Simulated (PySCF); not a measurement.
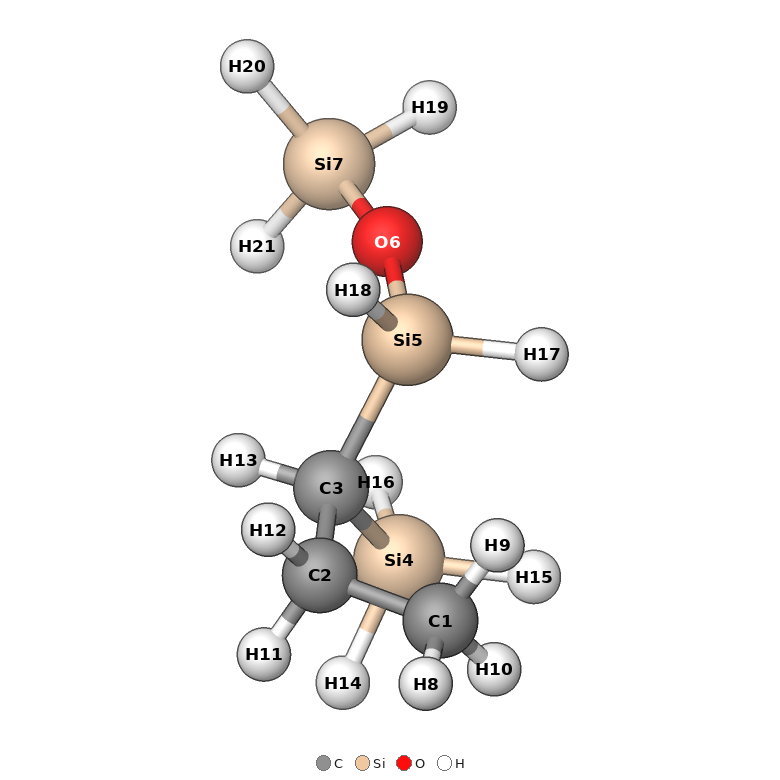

The geometry was computed by an optimisation with PBE0-D3(BJ)/def2-SVP. No frequency run is at hand to confirm it as a minimum. Method: delta-SCF UKS SCAN, pcX-2 on the ionised atom, pcseg-1 elsewhere, spin-free X2C (PySCF 2.14.0).

Give the core-electron binding energies (to vacuum; p and d levels without spin–orbit splitting) of C1 1s, C2 1s, C3 1s, Si4 1s, Si4 2p, Si5 1s, Si5 2p, O6 1s, Si7 1s, Si7 2p.

| atom | level | binding energy (eV) |
| --- | --- | --- |
| C1 | 1s | 290.6 |
| C2 | 1s | 290.8 |
| C3 | 1s | 289.7 |
| Si4 | 1s | 1846.2 |
| Si4 | 2p | 106.7 |
| Si5 | 1s | 1847.0 |
| Si5 | 2p | 107.3 |
| O6 | 1s | 537.7 |
| Si7 | 1s | 1847.4 |
| Si7 | 2p | 107.7 |
